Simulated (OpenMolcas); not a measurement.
## Eu³⁺ complex: multiconfigurational calculation (part 2 of 2)

Continued. System: Eu³⁺ with 6 ligands (Cl; octahedron, 2.5 Å), embedded in Cs2NaYCl6 by model potentials and point charges, whose field is part of the energies. Method: state-averaged CASSCF, active space 6 electrons in the shell 4f, basis ANO-RCC-VDZP on the metal and ANO-RCC-VDZP on the ligands, DKH2 scalar Hamiltonian, spin-orbit coupling by RASSI with atomic mean-field integrals (OpenMolcas).

## Log (extracts), continued
```
--- RASSI ---
SPIN-FREE ENERGIES:
  (Shifted by EMIN (a.u.) =     -13601.6334142389)

 SF State       Relative EMIN(au)   Rel lowest level(eV)    D:o, cm**(-1)

     1             0.0000000000        0.0000000000              0.0000
     2             0.0000000000        0.0000000000              0.0000
     3             0.0000000005        0.0000000126              0.0001
     4             0.0021844814        0.0594427669            479.4382
     5             0.0024461680        0.0665636236            536.8718
     6             0.0024461680        0.0665636236            536.8718
     7             0.0024461680        0.0665636236            536.8718
     8             0.1104184518        3.0046391397          24234.0490
     9             0.1104184518        3.0046391397          24234.0490
    10             0.1104184518        3.0046391397          24234.0490
    11             0.1110163502        3.0209087861          24365.2725
    12             0.1110163502        3.0209087861          24365.2725
    13             0.1251812087        3.4063542218          27474.0996
    14             0.1251812087        3.4063542218          27474.0996
    15             0.1251812087        3.4063542218          27474.0996
    16             0.1252793831        3.4090256828          27495.6464
    17             0.1252793831        3.4090256828          27495.6464
    18             0.1255660960        3.4168275366          27558.5726
    19             0.1255660960        3.4168275366          27558.5726
    20             0.1255660960        3.4168275366          27558.5726
    21             0.1266291383        3.4457543923          27791.8834
    22             0.1266291383        3.4457543923          27791.8834
    23             0.1266291383        3.4457543923          27791.8834
    24             0.1276111154        3.4724753507          28007.4025
    25             0.1276111154        3.4724753507          28007.4025
    26             0.1277379901        3.4759277858          28035.2483
    27             0.1277379901        3.4759277858          28035.2483
    28             0.1277379901        3.4759277858          28035.2483
    29             0.1279165262        3.4807860021          28074.4324
    30             0.1318501367        3.5878249964          28937.7601
    31             0.1318501367        3.5878249964          28937.7601
    32             0.1318501367        3.5878249964          28937.7601
    33             0.1318543372        3.5879392964          28938.6820
    34             0.1319090002        3.5894267549          28950.6792
    35             0.1319090002        3.5894267549          28950.6792
    36             0.1331727593        3.6238153917          29228.0423
    37             0.1331727593        3.6238153917          29228.0423
    38             0.1331727593        3.6238153917          29228.0423
    39             0.1513448363        4.1183027977          33216.3522
    40             0.1513448363        4.1183027977          33216.3522
Eigenvalues of complex Hamiltonian:
   -----------------------------------
  (Shifted by EMIN (a.u.) =     -13601.6334142389)

 SO State       Relative EMIN(au)   Rel lowest level(eV)    D:o, cm**(-1)

     1            -0.0164408912        0.0000000000              0.0000
     2            -0.0147882680        0.0449701685            362.7089
     3            -0.0147882677        0.0449701747            362.7089
     4            -0.0147882675        0.0449701800            362.7090
     5            -0.0122328975        0.1145053398            923.5478
     6            -0.0122328974        0.1145053446            923.5479
     7            -0.0115043380        0.1343304554           1083.4482
     8            -0.0115043379        0.1343304586           1083.4482
     9            -0.0115043376        0.1343304650           1083.4483
    10            -0.0079244340        0.2317446048           1869.1463
    11            -0.0078424716        0.2339749146           1887.1350
    12            -0.0078424716        0.2339749169           1887.1350
    13            -0.0078424715        0.2339749198           1887.1350
    14            -0.0075191406        0.2427732015           1958.0979
    15            -0.0075191405        0.2427732025           1958.0979
    16            -0.0075191406        0.2427732002           1958.0979
    17            -0.0037961490        0.3440809641           2775.2001
    18            -0.0037961488        0.3440809682           2775.2002
    19            -0.0037961489        0.3440809659           2775.2001
    20            -0.0030665580        0.3639341455           2935.3268
    21            -0.0027972301        0.3712629318           2994.4375
    22            -0.0027972302        0.3712629295           2994.4375
    23            -0.0027972301        0.3712629323           2994.4375
    24            -0.0025167591        0.3788949361           3055.9938
    25            -0.0025167592        0.3788949343           3055.9937
    26             0.0016392307        0.4919851805           3968.1281
    27             0.0016392307        0.4919851798           3968.1281
    28             0.0016392309        0.4919851841           3968.1281
    29             0.0017383660        0.4946827872           3989.8858
    30             0.0017383660        0.4946827874           3989.8858
    31             0.0017383660        0.4946827892           3989.8858
    32             0.0019379423        0.5001135351           4033.6877
    33             0.0019379424        0.5001135382           4033.6877
    34             0.0028330375        0.5244703166           4230.1384
    35             0.0028330375        0.5244703162           4230.1384
    36             0.0028330374        0.5244703142           4230.1384
    37             0.0071725222        0.6425537124           5182.5452
    38             0.0071725225        0.6425537207           5182.5453
    39             0.0072622976        0.6449966244           5202.2486
    40             0.0072622978        0.6449966311           5202.2487
    41             0.0072622981        0.6449966371           5202.2487
Weights of the five most important spin-orbit-free states for each spin-orbit state.

 SO State  Total energy (au)           Spin-free states, spin, and weights
 -------------------------------------------------------------------------------------------------------
    1        -0.016441       1 3.0  0.1607    2 3.0  0.1607    3 3.0  0.1607    5 3.0  0.1196    7 3.0  0.1196
    2        -0.014788       1 3.0  0.2521    2 3.0  0.2521    6 3.0  0.1193    7 3.0  0.1193    5 3.0  0.1146
    3        -0.014788       3 3.0  0.2521    1 3.0  0.2521    7 3.0  0.1196    5 3.0  0.1193    6 3.0  0.1143
    4        -0.014788       3 3.0  0.2521    2 3.0  0.2521    6 3.0  0.1196    5 3.0  0.1193    7 3.0  0.1143
    5        -0.012233       1 3.0  0.2582    2 3.0  0.2276    3 3.0  0.2103    7 3.0  0.1717    6 3.0  0.0836
    6        -0.012233       3 3.0  0.2538    2 3.0  0.2364    1 3.0  0.2058    5 3.0  0.1633    6 3.0  0.1003
    7        -0.011504       1 3.0  0.3448    5 3.0  0.1906    6 3.0  0.1796    4 3.0  0.1527    2 3.0  0.0468
    8        -0.011504       2 3.0  0.3448    5 3.0  0.1906    7 3.0  0.1796    4 3.0  0.1527    1 3.0  0.0468
    9        -0.011504       3 3.0  0.3448    7 3.0  0.1906    6 3.0  0.1906    4 3.0  0.1527    2 3.0  0.0468
   10        -0.007924       3 3.0  0.1897    2 3.0  0.1897    1 3.0  0.1897    7 3.0  0.1376    6 3.0  0.1376
   11        -0.007842       4 3.0  0.2142    1 3.0  0.1888    2 3.0  0.1888    7 3.0  0.1468    6 3.0  0.1468
   12        -0.007842       4 3.0  0.2142    3 3.0  0.1888    1 3.0  0.1888    5 3.0  0.1468    7 3.0  0.1377
```

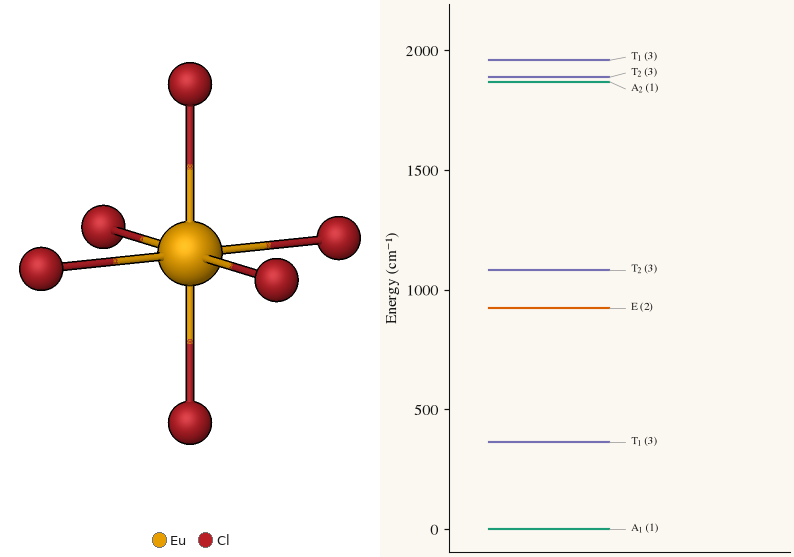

Eu³⁺ (4f⁶) as a dopant in Cs₂NaYCl₆, a cluster with its 6 nearest Cl⁻ at 2.500 Å (octahedron) embedded in model potentials and point charges; the geometry was set, not optimised, and its levels. Labels give the representation in O, Td, D4 or D3 as the site allows (double group for half-integer spin) where it could be assigned and, in brackets, the degeneracy; spin-free states, where drawn, share the zero of the spin-orbit levels. The ground level is A₁, non-degenerate, 95 % from states of spin multiplicity 7 (of the 140 states of multiplicity 5, 77 enter the spin-orbit step). The next level lies at 363 cm⁻¹ (T₁). The active orbitals hold 99 to 100 % metal character (Löwdin), and the Mulliken charge of the metal is +1.79.

## Key numbers

| quantity | value |
| --- | --- |
| outcome | converged |
| energy of the lowest spin-free term | −13601.63341 hartree |
| energy of the lowest spin-orbit level | −13601.64986 hartree |
| largest spread among components of a term | 0.0 cm⁻¹ |
| wall time | 2 min |
| peak memory | 0.6 GiB |

## Remarks

Without dynamic correlation the splittings between terms come out too large, often by 20 to 50 %. Limits: high states of lower spin left out of the spin-orbit mixing; the geometry is set by hand, with no relaxation; spin-free states above about 46,000 cm⁻¹ are left out of the spin-orbit step.
